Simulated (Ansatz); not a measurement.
# What Y (model cell, started as body-centred cubic) distorts into, part 2 of 2

Aim: this structure of Y (model cell, started as body-centred cubic) is to be tested for unstable modes, and one is followed downhill.

Ansatz 0.2.0; DFT LDA, scalar-relativistic, plane waves, PAW; PAW set soft_1.

So far, highest frequency on the path or at a solved wavevector (cm⁻¹): step 2 (response at finite wavevector) 141. Also lowest frequency on the path (cm⁻¹): step 2 -79.5.

This is not the structure that Y takes at ambient pressure and room temperature (hexagonal, No. 194); it is a model or a phase of other conditions.

**6. Relaxation from the frozen mode**

Starting from the lowest point found, all atoms and the cell are let go, so that strain and other modes of the same symmetry can join in.

File input.yaml:

```yaml
crystal:
  lattice:
    - [-1.9548669328, 1.9548669328, 1.9548669328]
    - [0.0, -3.9097338656, 3.9097338656]
    - [5.8646007984, 1.9548669328, 1.9548669328]
  atoms:
    - { symbol: "Y", position: [0.0599846945, 0.0, -0.0086818548] }
    - { symbol: "Y", position: [0.6900153055, 0.5, 0.2586818548] }
    - { symbol: "Y", position: [0.4400153055, 0.0, 0.5086818548] }
    - { symbol: "Y", position: [0.3099846945, 0.5, 0.7413181452] }
kpoints:
  mp_grid: { grid: [12, 8, 8] }
hamiltonian:
  xc: lda
  pseudopotentials: { kind: paw, azcp: { folder: soft_1 }, xc_functional: pbe }
scf:
  occupations: { method: methfessel_paxton, width: 0.2 }
output:
  forces: true
  stress: true
  eigenvalues: true
relax:
  adjacent_minimum: "off"
  f_tol: 0.002
  max_steps: 120
  cell: { stress_tol: 0.03 }
```

Command:

```console
> ansatz run input.yaml --threads 8 --pin off --max-ram 16384MiB --backend cpu --events-out ev --progress --plain --runs-dir out
```

Numbers of over 12 decimals in the logs are rounded to 6 here.

Output:

```text
[...]
Crystal: 4 atoms, lattice volume = 119.529 Å³
Basis set: ecut = 420 eV, 2353 PW (Γ)
Bands: 27, of which v1, the nominal top of the filled ones, is band 22 counted from 1 (21 counted from 0)
Symmetry: 4 space group operations
[...]
k-points: 250 of 768
[...]
SCF iter   1: F=—  HF=-14982.024599 eV  |F-HF|=—  |Δ(HF+E_count)|=         —  Δρ=1.48e-2  dr2=7.52e-1  ethr=3.10e-3  ⟨swp⟩=4.7  Hψ=27068  notcnv=0
[...]
SCF iter   7: F=-14981.852644 eV  HF=-14981.852644 eV  |F-HF|=2.89e-10  |Δ(HF+E_count)|=   4.21e-8  S|Δr|=    0.00e0  Δρ=1.73e-6  dr2=3.05e-9  ethr=2.27e-10  ⟨swp⟩=5.7  Hψ=24735  notcnv=0
SCF 1 converged in 7 iterations: F = -14981.852644 eV  dr2 = 3.05e-9
[...]
relax step   1: F+E_penalty+E_count = -14981.85264358 eV  Δ(F+E_penalty+E_count) = +0.000e0 eV  max|allowed force component| = 2.270e-1 eV/Å  Δτ_max = 0.0000 Å  P = -0.130 GPa  Ω = 119.529 Å³  (7 SCF iters, dr2 threshold 1.00e-7 eV, accepted)
Crystal: 4 atoms, lattice volume = 119.632 Å³
Basis set: ecut = 420 eV, 2349 PW (Γ)
[...]
iter 1 solved again at ethr=3.50e-5 eV; its pass at ethr=3.10e-3 eV (dr2=1.54e-2 eV) is discarded
[...]
SCF iter   5: F=-14982.048775 eV  HF=-14982.048775 eV  |F-HF|=3.51e-8  |Δ(HF+E_count)|=   1.39e-6  S|Δr|=    0.00e0  Δρ=1.43e-5  dr2=1.84e-7  ethr=9.09e-10  ⟨swp⟩=4.6  Hψ=33739  notcnv=0
SCF 2 converged in 5 iterations: F = -14982.048775 eV  dr2 = 1.84e-7
relax step   2: F+E_penalty+E_count = -14982.04877539 eV  Δ(F+E_penalty+E_count) = -1.961e-1 eV  max|allowed force component| = 2.261e-1 eV/Å  Δτ_max = 0.1950 Å  P = -0.503 GPa  Ω = 119.632 Å³  energy of the carried Pulay correction = -2.660e-6 eV  (5 SCF iters, dr2 threshold 4.00e-7 eV, accepted)
Crystal: 4 atoms, lattice volume = 119.065 Å³
Basis set: ecut = 420 eV, 2333 PW (Γ)
[...]
SCF iter   5: F=-14982.142837 eV  HF=-14982.142837 eV  |F-HF|=1.72e-7  |Δ(HF+E_count)|=   1.46e-6  S|Δr|=    0.00e0  Δρ=1.38e-5  dr2=3.27e-7  ethr=9.09e-10  ⟨swp⟩=4.7  Hψ=33928  notcnv=0
SCF 3 converged in 5 iterations: F = -14982.142837 eV  dr2 = 3.27e-7
relax step   3: F+E_penalty+E_count = -14982.14283708 eV  Δ(F+E_penalty+E_count) = -9.406e-2 eV  max|allowed force component| = 1.897e-1 eV/Å  Δτ_max = 0.1956 Å  P = -0.277 GPa  Ω = 119.065 Å³  energy of the carried Pulay correction = +1.192e-5 eV  (5 SCF iters, dr2 threshold 4.00e-7 eV, accepted)
[...]
relax step   4: F+E_penalty+E_count = -14982.16640934 eV  Δ(F+E_penalty+E_count) = -2.357e-2 eV  max|allowed force component| = 5.491e-2 eV/Å  Δτ_max = 0.0829 Å  P = +0.346 GPa  Ω = 117.429 Å³  energy of the carried Pulay correction = +5.440e-5 eV  (5 SCF iters, dr2 threshold 4.00e-7 eV, accepted)
[...]
relax step   5: F+E_penalty+E_count = -14982.17120947 eV  Δ(F+E_penalty+E_count) = -4.800e-3 eV  max|allowed force component| = 1.486e-2 eV/Å  Δτ_max = 0.0292 Å  P = +0.259 GPa  Ω = 117.804 Å³  energy of the carried Pulay correction = +4.461e-5 eV  (5 SCF iters, dr2 threshold 4.00e-7 eV, accepted)
[...]
relax step   6: F+E_penalty+E_count = -14982.16965753 eV  Δ(F+E_penalty+E_count) = +1.552e-3 eV  max|allowed force component| = 3.521e-2 eV/Å  Δτ_max = 0.0197 Å  P = -0.356 GPa  Ω = 119.523 Å³  energy of the carried Pulay correction = +1.446e-7 eV  (5 SCF iters, dr2 threshold 3.20e-7 eV, rejected (line search))
[...]
relax step   7: F+E_penalty+E_count = -14982.17197770 eV  Δ(F+E_penalty+E_count) = -7.682e-4 eV  max|allowed force component| = 1.709e-3 eV/Å  Δτ_max = 0.0034 Å  P = -0.014 GPa  Ω = 118.511 Å³  energy of the carried Pulay correction = +2.625e-5 eV  (8 SCF iters, accepted)
[...]
relax step   8: F+E_penalty+E_count = -14982.17198940 eV  Δ(F+E_penalty+E_count) = -1.169e-5 eV  max|allowed force component| = 6.908e-4 eV/Å  Δτ_max = 0.0007 Å  P = -0.000 GPa  Ω = 118.473 Å³  energy of the carried Pulay correction = +2.723e-5 eV  (4 SCF iters, dr2 threshold 2.79e-9 eV, accepted)
[...]
SCF iter   4: F=-14982.171934 eV  HF=-14982.171934 eV  |F-HF|=1.82e-12  |Δ(HF+E_count)|=  1.09e-11  S|Δr|=    0.00e0  Δρ=8.09e-8  dr2=8.03e-12  ethr=1.00e-12  ⟨swp⟩=5.9  Hψ=27664  notcnv=0
SCF 9 converged in 4 iterations: F = -14982.171934 eV  dr2 = 8.03e-12
relax step   9: F+E_penalty+E_count = -14982.17193448 eV  Δ(F+E_penalty+E_count) = +5.492e-5 eV  max|allowed force component| = 6.961e-4 eV/Å  Δτ_max = 0.0000 Å  P = -0.000 GPa  Ω = 118.473 Å³  stress off target by 3.21e-3 GPa  SCF on the basis re-selected at this cell (its energy is not comparable with the rows above)  (4 SCF iters)
basis re-selected at this cell: Δ(F+E_penalty+E_count) = +5.492e-5 eV, ΔP = +0.000 GPa vs the last step (what re-selecting the basis moved, of the pressure what is left beyond the Pulay correction that the steps carried, after the strain that the cell walked since its last selection, with what the two solves' SCF thresholds leave and, on support functions, any second-order correction that the steps lacked; it is no measure of the basis error at this ecutwfc). The dense FFT grid was sized anew with the basis: this SCF ran on 24×36×45 points, the steps before it on 24×40×45, so part of this shift can come from that change (see relax.cell in the input reference). [rest of the remark cut]
SCF converged after 4 iterations
[...]
Free energy (F): -14982.171934 eV
[...]
Internal energy: -14982.172209 eV  (E = F + TS)
E sigma→0 (E₀):  -14982.172003 eV
Entropy (-TS):   0.000274 eV (0.069 meV/atom)
Fermi energy:    10.291457 eV
Step filling:    the computed levels leave a gap of 0.0008 eV = 0.0 smearing widths at the electron count; against every level under it full and every level over it empty, smearing changes F+E_penalty+E_count by +0.825 meV and its σ→0 estimate by +0.756 meV
[...]
--- Forces (eV/Å), atoms counted from 1 ---
  atom   1  Y      0.00040075     0.00020349     0.00020349
  atom   2  Y     -0.00040075    -0.00020349    -0.00020349
  atom   3  Y     -0.00069614    -0.00049016    -0.00049016
  atom   4  Y      0.00069614     0.00049016     0.00049016
  max |Σ_I F_I| component: 1.08e-19 eV/Å
--- Stress (GPa, compression-positive) ---
        0.000527       0.002108       0.002108
        0.002108      -0.000416       0.000312
        0.002108       0.000312      -0.000416
  P = ⅓ Tr σ = -0.0001 GPa (-0.001 kbar)
--- Band table (eV; the first three rows and the last of 250) ---
  k-point 0: bands = [... 18 lower, 8.9753, 9.1461, 9.9790, 10.3337, 10.4781, 10.8338, 11.8937, 11.9650, ... 1 higher]
  k-point 1: bands = [... 18 lower, 8.5698, 9.3364, 10.0363, 10.3263, 10.6319, 10.8836, 11.7970, 11.8480, ... 1 higher]
  k-point 2: bands = [... 18 lower, 8.6646, 9.3505, 10.2037, 10.3961, 10.7872, 11.0298, 11.5385, 11.6805, ... 1 higher]
  k-point 249: bands = [... 18 lower, 9.3089, 9.3089, 10.0131, 10.0131, 10.5610, 10.5610, 11.4526, 11.4526, ... 1 higher]
--- Relaxed structure (8 steps of the walk, 7 accepted, 1 SCFs on fresh bases) ---
  F+E_penalty+E_count = -14982.17193448 eV   max|allowed force component| = 6.961e-4 eV/Å   (the final SCF, on the basis selected at the relaxed cell)
  cell:  # Å, volume = 118.4729 Å³
    - [-2.105839, 1.918420, 1.918420]
    - [1.3877787807814457e-17, -3.805137, 3.805137]
    - [6.118268, 1.818795, 1.818795]
  atoms:
    - { symbol: Y, position: [0.050395, 2.6020852139652106e-18, -0.024608] }
    - { symbol: Y, position: [0.699605, 0.500000, 0.274608] }
    - { symbol: Y, position: [0.310462, 0.0, 0.496395] }
    - { symbol: Y, position: [0.439538, 0.5, 0.753605] }
```

It took 52 s on 8 threads of Intel Xeon at 2.70GHz, shared host; peak memory 0.98 GiB; 6.2 min of CPU time.

Relaxation path:

```tsv
step	energy less that of the first step (eV)	largest force component (eV/Å)	pressure (GPa)	volume (Å³)
1	0.0000	0.2270	-0.13	119.53
2	-0.1961	0.2261	-0.50	119.63
3	-0.2902	0.1897	-0.28	119.07
4	-0.3138	0.0549	0.35	117.43
5	-0.3186	0.0149	0.26	117.80
6	-0.3170	0.0352	-0.36	119.52
7	-0.3193	0.0017	-0.01	118.51
8	-0.3193	0.0007	0.00	118.47
9*	-0.3193	0.0007	0.00	118.47
```

Relaxation steps marked * repeat the geometry before them on a plane-wave basis chosen anew for their cell, so energy and pressure can jump there. Relaxation step 6 was tried and not accepted.

The run keeps the 4 symmetry operations that it works with, so distortions that break them were not tested.

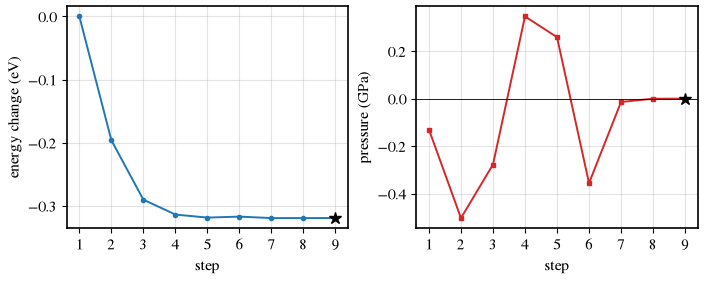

Energy and pressure along the relaxation. Stars mark steps on a basis chosen anew.

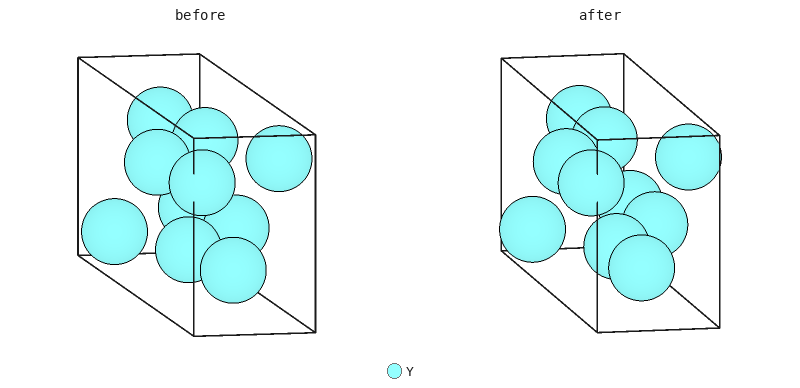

Before and after, at one scale.

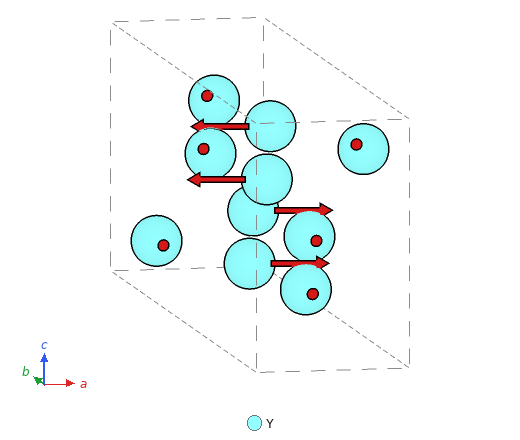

Displacements in the relaxation, exaggerated, measured against the changing cell; the longest in the cell stands for 0.43 Å. Some periodic images of atoms are drawn too.

```tsv
cell as run	before	after	change
a (Å)	3.386	3.434	+1.4 %
b (Å)	5.529	5.381	-2.7 %
c (Å)	6.484	6.637	+2.4 %
β (°)	100.02	105.02	+5.0 %
volume (Å³/atom)	29.88	29.62	-0.9 %
```

The atoms that moved most (Å, as changes of fractional coordinates times the final cell):

```tsv
atom	dx	dy	dz	length
Y3	0.198	-0.271	-0.271	0.431
Y4	-0.198	0.271	0.271	0.431
Y1	-0.077	-0.047	-0.047	0.102
Y2	0.077	0.047	0.047	0.102
```

The relaxed structure:

```xyz
4
Lattice="-2.1058 1.9184 1.9184 0.0000 -3.8051 3.8051 6.1183 1.8188 1.8188" Properties=species:S:1:pos:R:3 pbc="T T T"
Y    -0.2567    0.0519    0.0519
Y     0.2069   -0.0610    3.7442
Y     2.3833    1.4984    1.4984
Y     3.6852    0.3113    4.1164
```

Numbers from this step:

- pressure: -1.02e-4 GPa
- volume per atom: 29.62 Å³

The distorted start has space group P2_1/m; the relaxation ends in Cmcm.

**7. The new phase in its own primitive cell**

The relaxed structure is symmetrised, reduced to its primitive cell and relaxed tightly, as its phonons need.

input.yaml, the sections that differ from step 6:

```yaml
crystal:
  lattice:
    - [1.7172090739, -6.4103338685, 0.0]
    - [1.7172090739, 6.4103338685, 0.0]
    - [0.0, 0.0, 5.3812770585]
  atoms:
    - { symbol: "Y", position: [0.6753947793, 0.3246052207, 0.75] }
    - { symbol: "Y", position: [0.3246052207, 0.6753947793, 0.25] }
    - { symbol: "Y", position: [0.9358962328, 0.0641037672, 0.75] }
    - { symbol: "Y", position: [0.0641037672, 0.9358962328, 0.25] }
kpoints:
  mp_grid: { grid: [12, 12, 8] }
relax:
  adjacent_minimum: "off"
  f_tol: 0.001
  max_steps: 60
  cell: { stress_tol: 0.01 }
# hamiltonian, scf, output: as in step 6
```

Output:

```text
[...]
Crystal: 4 atoms, lattice volume = 118.473 Å³
Basis set: ecut = 420 eV, 2313 PW (Γ)
Bands: 27, of which v1, the nominal top of the filled ones, is band 22 counted from 1 (21 counted from 0)
Symmetry: 8 space group operations
[...]
k-points: 215 of 1152
[...]
--- Relaxed structure (3 steps of the walk, 3 accepted, 1 SCFs on fresh bases) ---
[...]
cell:  # Å, volume = 118.4700 Å³
    - [1.717025, -6.411467, 0]
    - [1.717025, 6.411467, 0]
    - [0, 0, 5.380771]
  atoms:
    - { symbol: Y, position: [0.675205, 0.324795, 0.750000] }
    - { symbol: Y, position: [0.324795, 0.675205, 0.25] }
    - { symbol: Y, position: [0.935694, 0.064306, 0.750000] }
    - { symbol: Y, position: [0.064306, 0.935694, 0.25] }
[key lines of the parts left out:]
SCF converged after 4 iterations
Free energy (F): -14982.171974 eV
Fermi energy:    10.291658 eV
P = ⅓ Tr σ = 0.0012 GPa (0.012 kbar)
```

It took 17 s on 8 threads; peak memory 0.92 GiB.

Little changed from the start: no atom moved by 0.005 Å and no cell edge by 0.1 %.

This step gave:

```
pressure : 0.001245 GPa
```

The largest force component left is 0.026 meV/Å and the pressure is 0.001 GPa, within the tolerances set. The cell now holds 29.62 Å³/atom.

**8. Modes of the new phase, k-mesh 12×12×8**

A relaxed structure may still be a saddle point, so its zone-centre modes are computed. No field response is asked, since the mesh shows no gap.

input.yaml, the sections that differ from step 7:

```yaml
crystal:
  lattice:
    - [1.7170245633, -6.4114674801, 0.0]
    - [1.7170245633, 6.4114674801, 0.0]
    - [0.0, 0.0, 5.3807714611]
  atoms:
    - { symbol: "Y", position: [0.6752047852, 0.3247952148, 0.75] }
    - { symbol: "Y", position: [0.3247952148, 0.6752047852, 0.25] }
    - { symbol: "Y", position: [0.9356942248, 0.0643057752, 0.75] }
    - { symbol: "Y", position: [0.0643057752, 0.9356942248, 0.25] }
output:
  eigenvalues: true
phonons:
  method: dfpt
# kpoints, hamiltonian, scf: as in step 7
# relax: removed
```

Output:

```text
zone centre: on kpoints.mp_grid the ground state, and the responses unless they are solved on pairs of k-points, stand on 215 of the mesh's 1152 k-points, reduced under 4 symmetry operations, with k and −k counted as one. Each operation leaves every solved displacement unchanged or reverses it
[...]
Crystal: 4 atoms, lattice volume = 118.470 Å³
Basis set: ecut = 420 eV, 2313 PW (Γ), exchange–correlation on 90×90×72 points (8 copies of the dense FFT grid, shifted against one another)
Bands: 27, of which v1, the nominal top of the filled ones, is band 22 counted from 1 (21 counted from 0)
Symmetry: 8 space group operations
k-points: 215 of 1152 (irreducible under 4 space group operations, time reversal used)
[...]
SCF iter   1: F=—  HF=-14982.402783 eV  |F-HF|=—  |Δ(HF+E_count)|=         —  Δρ=1.62e-2  dr2=1.11e0  ethr=3.10e-3  ⟨swp⟩=4.6  Hψ=23008  notcnv=0
[...]
SCF iter   9: F=-14982.171975 eV  HF=-14982.171975 eV  |F-HF|=5.46e-12  |Δ(HF+E_count)|=  5.46e-12  S|Δr|=    0.00e0  Δρ=7.01e-8  dr2=6.36e-12  ethr=1.00e-12  ⟨swp⟩=10.0  Hψ=28400  notcnv=0
SCF 1 converged in 9 iterations: F = -14982.171975 eV  dr2 = 6.36e-12
[...]
DFPT response loops at Γ: preconditioner auto → Kerker (q_TF=auto, 2.313 Å⁻¹) (partly filled bands, converged f_vac=0.000); β = 1.00, the filter's whole step (`scf.mixing.beta` (0.50) is not read by the response loops under this deck's `scf.mixing.preconditioner`; to damp them name `kerker` or `kerker_dos`, under which they read `scf.mixing.beta`, and type it under 1.00, their step now; both keys bind the ground state too); Broyden in place of MSR1
SCF converged after 9 iterations
[...]
Free energy (F): -14982.171975 eV
[...]
Internal energy: -14982.172289 eV  (E = F + TS)
E sigma→0 (E₀):  -14982.172053 eV
Entropy (-TS):   0.000315 eV (0.079 meV/atom)
Fermi energy:    10.291658 eV
[...]
--- Band table (eV; the first three rows and the last of 215) ---
  k-point 0: bands = [... 18 lower, 8.9749, 9.1457, 9.9799, 10.3332, 10.4772, 10.8345, 11.8949, 11.9644, ... 6 higher]
  k-point 1: bands = [... 18 lower, 8.8023, 9.0384, 10.2417, 10.2692, 10.5353, 11.0455, 11.6471, 11.9315, ... 6 higher]
  k-point 2: bands = [... 18 lower, 8.5517, 8.7744, 10.3326, 10.5946, 10.8146, 11.3341, 11.3518, 11.6867, ... 6 higher]
  k-point 214: bands = [... 18 lower, 8.0928, 8.0928, 10.3124, 10.3124, 10.7044, 10.7044, 11.2200, 11.2200, ... 6 higher]
--- Phonons (Γ-DFPT): 6 representative perturbations + reference, on 215 of 1152 k-points (Σ response iterations 18) ---
  k mesh reduced under 4 symmetry operations, with k and −k counted as one. Each operation leaves every solved displacement unchanged or reverses it
  ASR residual: 2.018e-5 → 0.000e0 eV/Å²; symmetrization residual: 3.149e-6 eV/Å²
  ASR residual per site (eV/Å²): 2.02e-5 2.02e-5 5.64e-6 5.64e-6
  Γ frequencies (cm⁻¹): 0.00 0.00 0.00 74.95 85.16 89.90 105.15 113.73 125.55 142.44 147.21 167.10
  non-analytic LO–TO correction: not included (Born effective charges unavailable; polar crystals: no LO–TO splitting at Γ)
```

Elapsed: 1.8 min, on 8 threads; peak memory 2.4 GiB; 11 min of CPU time.

Numbers from this step:

| Quantity | Value |
| --- | --- |
| sum-rule residual before enforcement | 2.02e-5 eV/Å² |
| point group | mmm |
| highest optical mode at the zone centre (no LO-TO term) | 167.1 cm⁻¹ |
| lowest optical zone-centre mode | 74.95 cm⁻¹ |

Patterns of degenerate modes are one choice out of their space. Modes at Γ:

```tsv
mode	frequency (cm⁻¹)	symmetry
1	0.0	acoustic
2	0.0	acoustic
3	0.0	acoustic
4	75.0	B1g
5	85.2	Ag
6	89.9	B3g
7	105.2	B1g
8	113.7	B3u
9	125.5	B1u
10	142.4	Ag
11	147.2	B2u
12	167.1	B3g
```

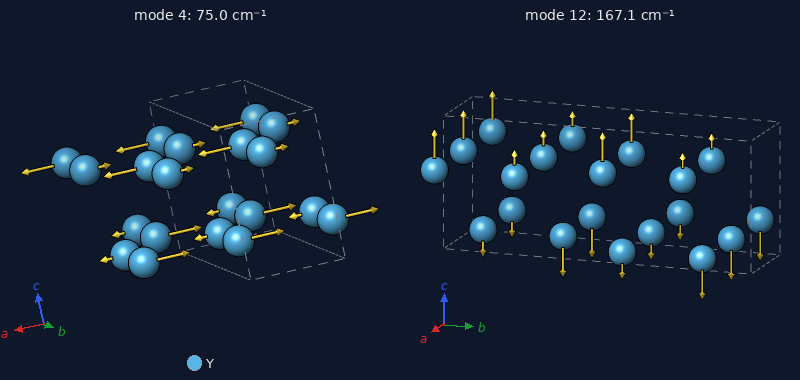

Displacement patterns of modes 4 and 12 at Γ; arrows are exaggerated. 2×1×1 conventional cells are drawn. Some periodic images of atoms are drawn too.

Before it was imposed, the acoustic sum rule was missed by 2.0e-5 eV/Å². Small misses are needed for a sound result but don't prove that mesh and cutoff are converged. The lowest optical mode is real, 75.0 cm⁻¹.

**9. The phases reached**

The phases reached along the modes that were followed are set side by side.

Energies are those of the first relaxation, on the mesh of the frozen mode; space group, volume and gap are those of the last relaxation. Phases, by row:

```tsv
mode frozen in	space group	energy from parent (meV/atom)	volume (Å³/atom)	gap on mesh (eV)	lowest zone-centre optical mode (cm⁻¹)	largest shift (Å)
parent	Im-3m	0	29.88	0	–	–
q = (0, 0, -0.5), 80i cm⁻¹	P6_3/mmc	-132.2	29.92	0	89	0.511
q = (0, 0.25, 0.25), 71i cm⁻¹	Cmcm	-99.44	29.62	0	75	0.645
```

**10. Outcome**

```yaml
unstable_mode_of_the_parent: q = (0, 0.25, 0.25), 71i cm⁻¹
depth_at_the_lowest_point_sampled: 19.0 meV/atom
largest_atomic_shift_at_that_point: 0.22 Å
space_group_reached_within_0p01_a: Cmcm
energy_gained_over_the_parent_first_relaxation_on_the_mesh_of_the_frozen_mode: 99.4 meV/atom
volume_per_atom_phase_reached: 29.6 Å³
lowest_optical_zone_centre_mode_phase_reached: 75.0 cm⁻¹
highest_optical_mode_at_the_zone_centre_no_lo_to_term_phase_reached: 167 cm⁻¹
```

**Reading.** Along this mode the structure falls into Cmcm, 99.4 meV/atom below the parent. At the parent's cell the well is 19.04 meV/atom deep on the steps tried, with its lowest point at a shift of 0.22 Å. Relaxing atoms and cell changes the gain by +80.40 meV/atom against the lowest step (energies at zero smearing). Most of the total comes from this relaxation. The new phase has no imaginary mode at the zone centre of its cell; other wavevectors were not checked. Of the 2 patterns followed to their end from this parent, this one ends 32.8 meV/atom above the lowest, P6_3/mmc. Each path keeps the symmetry of its pattern, so a lower phase may lie along a pattern not tried. With no gap, or one that is small against the smearing, the frequencies hang on the k mesh and the smearing, most of all near Kohn anomalies. The PAW files were made for PBE and serve the other functionals too. The starting cell was built on a prototype and not taken from a measurement, so the phase need not exist.

[Logs are printed without paths, hosts, clocks, repeated set-up lines and the standing remarks that a program may print on its own settings, such as how far it seeks lower states.]

[Hosts, paths, dates, database ids (printed as entryN), source tags and the programs' standing remarks are cut or masked in the printed files.]
